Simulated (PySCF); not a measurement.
# C3H9BS: electronic excitations at several levels of theory

How much do the electronic excitations of C3H9BS (`CB(C)CS`) depend on the level of theory, and what does each level cost?

Programs: PySCF 2.14.0, with density-fitted response routines of our own. Each step states its level of theory. These are calculated values for one molecule in the gas phase, unless marked as measured. Atoms are numbered from 0 throughout.

## 1. Starting geometry

14 atoms, charge 0, multiplicity 1; geometry from: GFN2-xTB. The atoms were then displaced at random by about 0.01 Å, so the start is not that level's minimum.

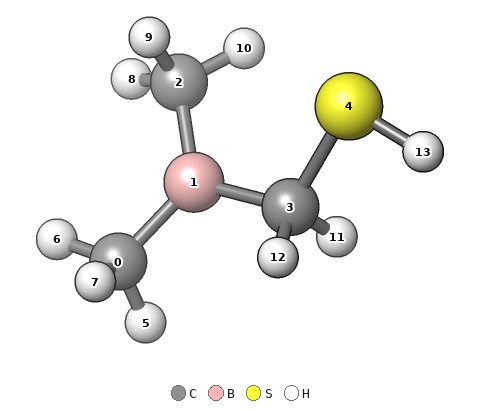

As it starts; carbon grey, boron pink, sulfur yellow, hydrogen white, atoms numbered; sticks join atoms by distance.

## 2. Optimising the geometry at PBE0-D3(BJ)/def2-SVP

Job settings and geometry (Å):

```
{"job": {"xc": "PBE0", "basis": "def2-SVP", "d3": "d3bj", "grid": 1, "shake": 0.01, "kind": "geom"}, "charge": 0, "multiplicity": 1}
C     -1.377600    -1.196630     0.093620
B     -0.336260    -0.029310     0.264620
C     -0.757360     1.445710     0.613210
C      1.230030    -0.401680     0.067370
S      2.365770     0.690210     0.965510
H     -1.308830    -1.641620    -0.888960
H     -2.415780    -0.835220     0.195710
H     -1.220290    -1.957800     0.814640
H     -1.740600     1.725940     0.317560
H     -0.723630     1.548540     1.718600
H     -0.045600     2.187120     0.253240
H      1.450500    -0.296930    -0.981270
H      1.406170    -1.416330     0.354710
H      3.466320     0.162920     0.483710
```

The run is started by

```sh
$ OMP_NUM_THREADS=1 python probes_run.py task.json out
```

This one command runs all jobs of the session in turn.

Output:

```text
step   0  E = -542.23828710  max force = 0.035789
step   1  E = -542.24376323  max force = 0.007302
step   2  E = -542.24427383  max force = 0.001442
step   3  E = -542.24435211  max force = 0.000753
step   4  E = -542.24439315  max force = 0.001391
step   5  E = -542.24442845  max force = 0.001015
step   6  E = -542.24445808  max force = 0.000645
step   7  E = -542.24447422  max force = 0.000356
step   8  E = -542.24448291  max force = 0.000376
optimisation converged
```

It took 41 s on 1 thread of Arm Neoverse V1, shared host; peak memory 0.52 GiB.

Step by step:

```csv
step,energy from step 0 (eV),largest force component (eV/Å)
0,0.0000,1.8403
1,-0.1490,0.3755
2,-0.1629,0.0742
3,-0.1650,0.0387
4,-0.1662,0.0715
5,-0.1671,0.0522
6,-0.1679,0.0332
7,-0.1684,0.0183
8,-0.1686,0.0193
```

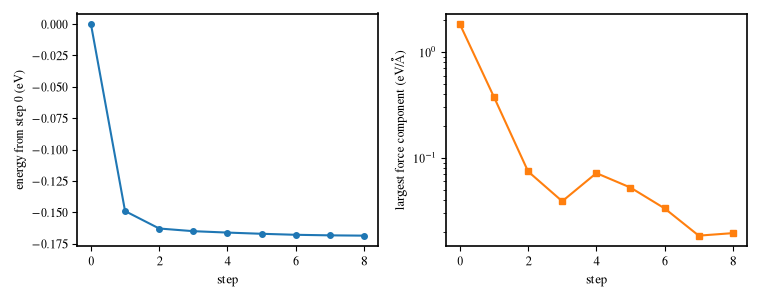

Energy and force, step by step.

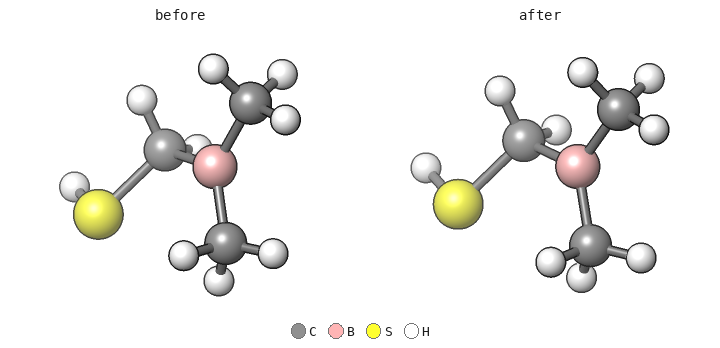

The geometry before (left) and after (right).

Close pairs (by a distance rule), those that changed most:

```csv
bond,before (Å),after (Å),change (Å)
C0–H7,1.060,1.103,+0.043
S4–H13,1.312,1.351,+0.039
B1–C3,1.622,1.584,-0.038
C2–H8,1.064,1.100,+0.036
C3–H11,1.077,1.109,+0.032
C3–H12,1.069,1.101,+0.032
C0–H5,1.081,1.106,+0.025
C2–H10,1.089,1.101,+0.012
```

The end geometry stands in the next job.

```csv
at the end point,value
point group (found at 0.08 Å tolerance),C1
"rotational constants (GHz, main isotopes)","6.841, 2.119, 1.691"
dipole moment (D),1.60
```

## 3. TDDFT and polarisability: PBE0/def2-SVP

Job settings and geometry (Å):

```
{"job": {"kind": "uv", "xc": "PBE0", "basis": "def2-SVP"}, "charge": 0, "multiplicity": 1}
C     -1.496617    -1.017682     0.110850
B     -0.322951     0.018868     0.269901
C     -0.582794     1.554811     0.425428
C      1.154641    -0.551137     0.234160
S      2.379827     0.537942     1.016462
H     -1.405385    -1.507745    -0.876461
H     -2.504708    -0.583943     0.177144
H     -1.409566    -1.835250     0.846774
H     -1.561349     1.886899     0.048141
H     -0.585481     1.745069     1.518379
H      0.220313     2.189101     0.019706
H      1.370993    -0.635306    -0.850358
H      1.212764    -1.571224     0.644892
H      3.482042    -0.187296     0.725979
```

Level: TDDFT PBE0/def2-SVP, vertical, gas phase, core orbitals frozen in the response.

Output:

```text
coarse grid: 11552 points
cycle   1  E = -542.1278191316  dE =  1.588e-01  |g| = 4.220e-01  |ddm| = 3.572e+00
cycle   2  E = -542.1247636268  dE =  3.056e-03  |g| = 4.425e-01  |ddm| = 9.761e-01
cycle   3  E = -542.1790563841  dE = -5.429e-02  |g| = 3.034e-02  |ddm| = 4.834e-01
cycle   4  E = -542.1792782688  dE = -2.219e-04  |g| = 1.533e-02  |ddm| = 6.873e-02
cycle   5  E = -542.1793423463  dE = -6.408e-05  |g| = 4.631e-03  |ddm| = 2.346e-02
cycle   6  E = -542.1793478670  dE = -5.521e-06  |g| = 6.012e-04  |ddm| = 4.665e-03
final grid: 104928 points
cycle   7  E = -542.2348371965  dE = -2.000e-05  |g| = 7.920e-03  |ddm| = 2.512e-02
cycle   8  E = -542.2348319169  dE =  5.280e-06  |g| = 9.046e-03  |ddm| = 1.770e-02
cycle   9  E = -542.2348540339  dE = -2.212e-05  |g| = 6.213e-04  |ddm| = 9.844e-03
cycle  10  E = -542.2348541443  dE = -1.104e-07  |g| = 1.092e-04  |ddm| = 7.833e-04
cycle  11  E = -542.2348541471  dE = -2.816e-09  |g| = 3.179e-05  |ddm| = 1.243e-04
cycle  12  E = -542.2348541474  dE = -2.703e-10  |g| = 7.120e-06  |ddm| = 4.084e-05
converged SCF energy = -542.2348541474

Static polarisability (au): isotropic 59.822, principal 45.821 60.720 72.925

Singlet excitations
state   eV       nm        f      main configurations
  1   4.8919    253.4   0.00589   H->L 1.00
  2   5.8398    212.3   0.00002   H->L+1 0.93
  3   6.3787    194.4   0.00138   H-1->L 0.92
  4   6.5034    190.6   0.00047   H-2->L 0.98
  5   7.1682    173.0   0.00108   H->L+2 0.81, H->L+3 0.16
  6   7.4835    165.7   0.00095   H->L+3 0.74, H->L+2 0.14
  7   7.6018    163.1   0.00665   H-3->L 0.93
  8   8.3226    149.0   0.02493   H-1->L+1 0.91
  9   8.4090    147.4   0.00598   H->L+4 0.85
 10   8.5725    144.6   0.00304   H-2->L+1 0.63, H->L+5 0.25

Triplet excitations (Tamm-Dancoff, eV): 4.7340 5.2964 5.8178 5.9479
```

Run time: 10 s. Hardware: 1 thread of Arm Neoverse V1, shared host; peak memory 0.62 GiB.

The orbitals next to the gap, with their largest atomic shares:

```csv
orbital,eV,atoms
HOMO−3,-9.37,"S4 48 %, C2 13 %, C3 11 %"
HOMO−2,-8.74,"C0 28 %, B1 26 %, C3 18 %"
HOMO−1,-8.49,"S4 23 %, C2 20 %, B1 18 %"
HOMO,-6.46,S4 89 %
LUMO,-0.41,"B1 69 %, H9 5 %, H11 5 %"
LUMO+1,1.05,"S4 27 %, H13 22 %, C3 9 %"
LUMO+2,1.96,"H13 27 %, S4 18 %, H5 13 %"
```

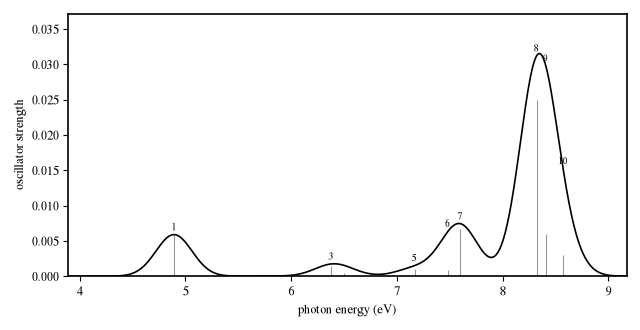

Absorption spectrum from the 10 singlet states computed; above the last one it falls off for lack of states. Lines are broadened to a width of 0.40 eV (Gaussian).

Further results of this job:

```csv
property,computed
dipole moment (D),1.60
polarisability (Å³),8.86
HOMO–LUMO gap (eV),6.05
−ε(HOMO) (eV),6.46
```

## 4. Excited states and response: PBE0/def2-TZVP

Same as in step 3 but for these lines:

```diff
@@ -1,2 +1,2 @@
-{"job": {"kind": "uv", "xc": "PBE0", "basis": "def2-SVP"}, "charge": 0, "multiplicity": 1}
+{"job": {"kind": "uv", "xc": "PBE0", "basis": "def2-TZVP"}, "charge": 0, "multiplicity": 1}
 C     -1.496617    -1.017682     0.110850
```

With the program's defaults for keys left out, this is: TDDFT PBE0/def2-TZVP, vertical, gas phase, core orbitals frozen in the response.

Output:

```text
coarse grid: 11552 points
cycle   1  E = -542.4775133015  dE =  1.836e-01  |g| = 4.660e-01  |ddm| = 2.561e+00
cycle   2  E = -542.4671203523  dE =  1.039e-02  |g| = 5.077e-01  |ddm| = 8.671e-01
cycle   3  E = -542.5359453967  dE = -6.883e-02  |g| = 4.305e-02  |ddm| = 5.162e-01
cycle   4  E = -542.5363254814  dE = -3.801e-04  |g| = 2.484e-02  |ddm| = 6.194e-02
cycle   5  E = -542.5364843094  dE = -1.588e-04  |g| = 5.325e-03  |ddm| = 2.285e-02
cycle   6  E = -542.5364906748  dE = -6.365e-06  |g| = 1.485e-03  |ddm| = 4.489e-03
final grid: 104928 points
cycle   7  E = -542.5263451210  dE = -5.258e-05  |g| = 9.055e-03  |ddm| = 5.455e-02
cycle   8  E = -542.5263387100  dE =  6.411e-06  |g| = 1.001e-02  |ddm| = 1.502e-02
cycle   9  E = -542.5263630733  dE = -2.436e-05  |g| = 8.042e-04  |ddm| = 8.327e-03
cycle  10  E = -542.5263632357  dE = -1.624e-07  |g| = 2.744e-04  |ddm| = 8.726e-04
cycle  11  E = -542.5263632547  dE = -1.894e-08  |g| = 5.420e-05  |ddm| = 2.113e-04
cycle  12  E = -542.5263632554  dE = -6.792e-10  |g| = 1.325e-05  |ddm| = 4.747e-05
converged SCF energy = -542.5263632554

Static polarisability (au): isotropic 69.115, principal 54.427 69.240 83.678

Singlet excitations
state   eV       nm        f      main configurations
  1   4.9601    250.0   0.00527   H->L 0.99
  2   5.5083    225.1   0.00006   H->L+1 0.84, H->L+2 0.13
  3   6.3537    195.1   0.00117   H-1->L 0.93
  4   6.4678    191.7   0.00060   H-2->L 0.98
  5   6.7094    184.8   0.00229   H->L+2 0.63, H->L+1 0.15, H->L+3 0.15
  6   6.7475    183.7   0.01303   H->L+3 0.73, H->L+2 0.20
  7   7.5994    163.1   0.00628   H-3->L 0.91
  8   7.7030    161.0   0.00147   H->L+4 0.80, H->L+3 0.09
  9   7.7871    159.2   0.00750   H-1->L+1 0.71, H->L+5 0.17
 10   7.8845    157.3   0.04525   H->L+5 0.72, H-1->L+1 0.18

Triplet excitations (Tamm-Dancoff, eV): 4.7867 5.0101 5.7921 5.9065
```

Wall time 24 s (1 thread of Arm Neoverse V1, shared host); peak memory 0.88 GiB.

This run: HOMO -6.65 eV, LUMO -0.52 eV; lowest singlet 4.96 eV.

## 5. Ultraviolet spectrum: PBE0/aug-cc-pVDZ

Same as in step 4 but for these lines:

```diff
@@ -1,2 +1,2 @@
-{"job": {"kind": "uv", "xc": "PBE0", "basis": "def2-TZVP"}, "charge": 0, "multiplicity": 1}
+{"job": {"kind": "uv", "xc": "PBE0", "basis": "aug-cc-pVDZ"}, "charge": 0, "multiplicity": 1}
 C     -1.496617    -1.017682     0.110850
```

Method: TDDFT PBE0/aug-cc-pVDZ, vertical, gas phase, core orbitals frozen in the response.

Output:

```text
coarse grid: 11552 points
cycle   1  E = -542.4163037142  dE =  2.201e-01  |g| = 4.440e-01  |ddm| = 7.923e+00
cycle   2  E = -542.4063206401  dE =  9.983e-03  |g| = 4.828e-01  |ddm| = 1.887e+00
cycle   3  E = -542.4718049972  dE = -6.548e-02  |g| = 3.804e-02  |ddm| = 9.108e-01
cycle   4  E = -542.4721837111  dE = -3.787e-04  |g| = 1.804e-02  |ddm| = 9.871e-02
cycle   5  E = -542.4722740117  dE = -9.030e-05  |g| = 5.128e-03  |ddm| = 3.753e-02
cycle   6  E = -542.4722807670  dE = -6.755e-06  |g| = 7.089e-04  |ddm| = 1.094e-02
final grid: 104928 points
cycle   7  E = -542.4817553876  dE = -2.002e-05  |g| = 8.304e-03  |ddm| = 1.301e-01
cycle   8  E = -542.4817476213  dE =  7.766e-06  |g| = 9.833e-03  |ddm| = 3.616e-02
cycle   9  E = -542.4817740306  dE = -2.641e-05  |g| = 7.082e-04  |ddm| = 1.838e-02
cycle  10  E = -542.4817741809  dE = -1.502e-07  |g| = 1.236e-04  |ddm| = 1.356e-03
cycle  11  E = -542.4817741845  dE = -3.648e-09  |g| = 3.833e-05  |ddm| = 3.363e-04
cycle  12  E = -542.4817741849  dE = -4.386e-10  |g| = 8.090e-06  |ddm| = 1.016e-04
converged SCF energy = -542.4817741849

Static polarisability (au): isotropic 74.762, principal 61.310 74.073 88.903

Singlet excitations
state   eV       nm        f      main configurations
  1   4.9262    251.7   0.00708   H->L 0.99
  2   5.2792    234.9   0.00397   H->L+1 0.80, H->L+2 0.10
  3   5.9244    209.3   0.02561   H->L+2 0.51, H->L+3 0.28, H->L+5 0.14
  4   6.0626    204.5   0.00390   H->L+2 0.30, H->L+3 0.27, H->L+1 0.16
  5   6.3261    196.0   0.00159   H-1->L 0.90
  6   6.4386    192.6   0.01636   H->L+4 0.70, H-2->L 0.23
  7   6.4481    192.3   0.00228   H-2->L 0.69, H->L+4 0.23
  8   6.5027    190.7   0.00043   H->L+3 0.41, H->L+5 0.39, H->L+10 0.12
  9   6.8099    182.1   0.00813   H->L+6 0.85
 10   7.0495    175.9   0.01134   H->L+7 0.87

Triplet excitations (Tamm-Dancoff, eV): 4.7461 4.9694 5.6287 5.7749
```

It took 22 s on 1 thread of Arm Neoverse V1, shared host; peak memory 0.85 GiB.

This run: HOMO -6.69 eV, LUMO -0.59 eV; lowest singlet 4.93 eV.

## 6. TDDFT and polarisability: PBE0/def2-TZVPD

Same as in step 5 but for these lines:

```diff
@@ -1,2 +1,2 @@
-{"job": {"kind": "uv", "xc": "PBE0", "basis": "aug-cc-pVDZ"}, "charge": 0, "multiplicity": 1}
+{"job": {"kind": "uv", "xc": "PBE0", "basis": "def2-TZVPD"}, "charge": 0, "multiplicity": 1}
 C     -1.496617    -1.017682     0.110850
```

With the program's defaults for keys left out, this is: TDDFT PBE0/def2-TZVPD, vertical, gas phase, core orbitals frozen in the response.

Output:

```text
coarse grid: 11552 points
cycle   1  E = -542.4790369511  dE =  1.831e-01  |g| = 4.655e-01  |ddm| = 3.018e+00
cycle   2  E = -542.4676203432  dE =  1.142e-02  |g| = 5.100e-01  |ddm| = 1.304e+00
cycle   3  E = -542.5373294035  dE = -6.971e-02  |g| = 4.377e-02  |ddm| = 6.757e-01
cycle   4  E = -542.5377215289  dE = -3.921e-04  |g| = 2.496e-02  |ddm| = 6.925e-02
cycle   5  E = -542.5378832051  dE = -1.617e-04  |g| = 5.373e-03  |ddm| = 2.644e-02
cycle   6  E = -542.5378896604  dE = -6.455e-06  |g| = 1.488e-03  |ddm| = 7.137e-03
final grid: 104928 points
cycle   7  E = -542.5277489479  dE = -5.580e-05  |g| = 9.042e-03  |ddm| = 2.172e-01
cycle   8  E = -542.5277423053  dE =  6.643e-06  |g| = 1.004e-02  |ddm| = 1.961e-02
cycle   9  E = -542.5277669060  dE = -2.460e-05  |g| = 7.991e-04  |ddm| = 1.053e-02
cycle  10  E = -542.5277670666  dE = -1.606e-07  |g| = 2.819e-04  |ddm| = 1.032e-03
cycle  11  E = -542.5277670866  dE = -2.005e-08  |g| = 5.489e-05  |ddm| = 3.043e-04
cycle  12  E = -542.5277670873  dE = -7.160e-10  |g| = 1.301e-05  |ddm| = 8.372e-05
converged SCF energy = -542.5277670873

Static polarisability (au): isotropic 74.934, principal 61.572 74.256 88.974

Singlet excitations
state   eV       nm        f      main configurations
  1   4.9404    251.0   0.00625   H->L 0.99
  2   5.2887    234.4   0.00256   H->L+1 0.78, H->L+3 0.12
  3   5.9385    208.8   0.02779   H->L+2 0.57, H->L+3 0.28
  4   6.1457    201.7   0.00036   H->L+3 0.37, H->L+2 0.36, H->L+1 0.17
  5   6.3373    195.6   0.00137   H-1->L 0.92
  6   6.4519    192.2   0.00127   H-2->L 0.96
  7   6.7163    184.6   0.00147   H->L+5 0.38, H->L+4 0.29, H->L+3 0.18
  8   6.7344    184.1   0.03465   H->L+4 0.60, H->L+5 0.37
  9   7.2159    171.8   0.00837   H->L+6 0.83
 10   7.3708    168.2   0.02402   H-1->L+1 0.88

Triplet excitations (Tamm-Dancoff, eV): 4.7552 4.8933 5.6269 5.7792
```

Wall time 35 s (1 thread of Arm Neoverse V1, shared host); peak memory 0.96 GiB.

This run: HOMO -6.70 eV, LUMO -0.58 eV; lowest singlet 4.94 eV.

## 7. Excited states and response: PBE0/6-31+G*

Same as in step 6 but for these lines:

```diff
@@ -1,2 +1,2 @@
-{"job": {"kind": "uv", "xc": "PBE0", "basis": "def2-TZVPD"}, "charge": 0, "multiplicity": 1}
+{"job": {"kind": "uv", "xc": "PBE0", "basis": "6-31+G*"}, "charge": 0, "multiplicity": 1}
 C     -1.496617    -1.017682     0.110850
```

Method: TDDFT PBE0/6-31+G*, vertical, gas phase, core orbitals frozen in the response.

Output:

```text
coarse grid: 11552 points
cycle   1  E = -542.4339613401  dE =  2.138e-01  |g| = 4.566e-01  |ddm| = 3.121e+00
cycle   2  E = -542.4268381473  dE =  7.123e-03  |g| = 4.848e-01  |ddm| = 1.119e+00
cycle   3  E = -542.4932191094  dE = -6.638e-02  |g| = 3.184e-02  |ddm| = 6.115e-01
cycle   4  E = -542.4934680954  dE = -2.490e-04  |g| = 1.574e-02  |ddm| = 8.986e-02
cycle   5  E = -542.4935370982  dE = -6.900e-05  |g| = 4.604e-03  |ddm| = 2.869e-02
cycle   6  E = -542.4935424664  dE = -5.368e-06  |g| = 6.226e-04  |ddm| = 4.742e-03
final grid: 104928 points
cycle   7  E = -542.4399346561  dE = -1.894e-05  |g| = 8.583e-03  |ddm| = 3.392e-02
cycle   8  E = -542.4399276234  dE =  7.033e-06  |g| = 1.002e-02  |ddm| = 2.059e-02
cycle   9  E = -542.4399552251  dE = -2.760e-05  |g| = 6.205e-04  |ddm| = 1.203e-02
cycle  10  E = -542.4399553349  dE = -1.099e-07  |g| = 1.122e-04  |ddm| = 9.919e-04
cycle  11  E = -542.4399553379  dE = -2.927e-09  |g| = 3.579e-05  |ddm| = 1.505e-04
cycle  12  E = -542.4399553382  dE = -3.533e-10  |g| = 7.796e-06  |ddm| = 6.274e-05
converged SCF energy = -542.4399553382

Static polarisability (au): isotropic 67.114, principal 55.107 66.440 79.795

Singlet excitations
state   eV       nm        f      main configurations
  1   5.0195    247.0   0.00886   H->L 0.98
  2   5.3214    233.0   0.00294   H->L+1 0.79, H->L+2 0.09
  3   6.0404    205.3   0.02773   H->L+2 0.44, H->L+3 0.33, H->L+5 0.14
  4   6.1725    200.9   0.00118   H->L+2 0.35, H->L+3 0.24, H->L+1 0.18
  5   6.4065    193.5   0.00204   H-1->L 0.91
  6   6.5270    190.0   0.00125   H-2->L 0.94
  7   6.6242    187.2   0.00036   H->L+5 0.49, H->L+3 0.39
  8   6.7502    183.7   0.01614   H->L+4 0.86
  9   7.0994    174.6   0.01012   H->L+6 0.90
 10   7.3850    167.9   0.03059   H-1->L+1 0.89

Triplet excitations (Tamm-Dancoff, eV): 4.8254 4.9618 5.7123 5.8346
```

Wall time 9.8 s (1 thread of Arm Neoverse V1, shared host); peak memory 0.63 GiB.

Key values: HOMO -6.67 eV, LUMO -0.46 eV; lowest singlet 5.02 eV.

## 8. Comparing the runs: electronic excitations

Excitations and ground-state properties, with basis size and wall time:

```csv
run,lowest singlet (eV),brightest (eV),f,gap (eV),α (Å³),μ (D),functions,time
PBE0/def2-SVP,4.89,8.32,0.025,6.05,8.86,1.60,119,10 s
PBE0/def2-TZVP,4.96,7.88,0.045,6.13,10.24,1.63,215,24 s
PBE0/aug-cc-pVDZ,4.93,5.92,0.026,6.10,11.08,1.65,200,22 s
PBE0/def2-TZVPD,4.94,6.73,0.035,6.12,11.10,1.62,275,35 s
PBE0/6-31+G*,5.02,7.38,0.031,6.21,9.95,1.80,112,9.8 s
```

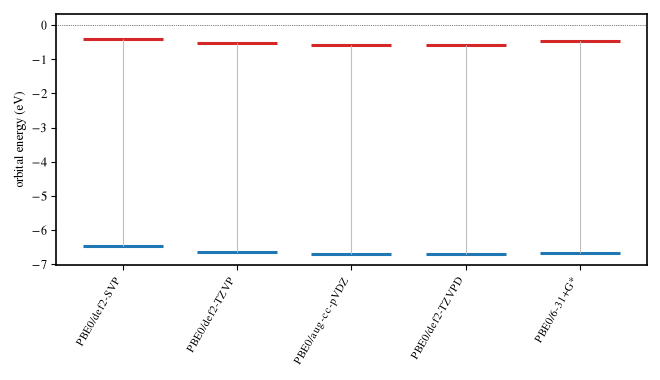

HOMO (blue) and LUMO (red) run by run.

## 9. Outcome

| quantity | value |
| --- | --- |
| point group | C1 |
| rotational constants (main isotopes) | 6.84, 2.12, 1.69 GHz |
| lowest singlet (PBE0/def2-SVP) | 4.89 eV (253 nm), f = 0.006 |
| brightest single state of those computed | state 8, 8.32 eV, f = 0.025 |
| lowest triplet | 4.73 eV |
| range of the lowest singlet | 4.89 to 5.02 eV |

Single values in the summary come from the first run of each kind that ended normally (PBE0/def2-SVP), which need not be the best level. Over 8 steps the energy fell by 0.169 eV; of the close pairs, C0–H7 changed most, 1.060 to 1.103 Å. No frequency check was run at this level, so the end point may be a saddle. The first singlet state (HOMO→LUMO 1.00) lies at 4.89 eV and is weak; of the 10 states computed, the strongest absorption comes from state 8 at 8.32 eV. The lowest triplet lies 0.16 eV below the lowest singlet (triplets in Tamm-Dancoff, singlets in full TDDFT). States above −ε(HOMO) lie where TDDFT describes them poorly and they hang on the basis; the brightest is among them. The basis of PBE0/def2-SVP has no diffuse functions, so Rydberg states are missing and the high states are unreliable. The lowest singlet runs from 4.89 eV (PBE0/def2-SVP) to 5.02 eV (PBE0/6-31+G*), while the orbital gap spans 6.05 to 6.21 eV. The lowest state need not be the same one in every run. The runs solved for a few states only, so the brightest column depends on that window.
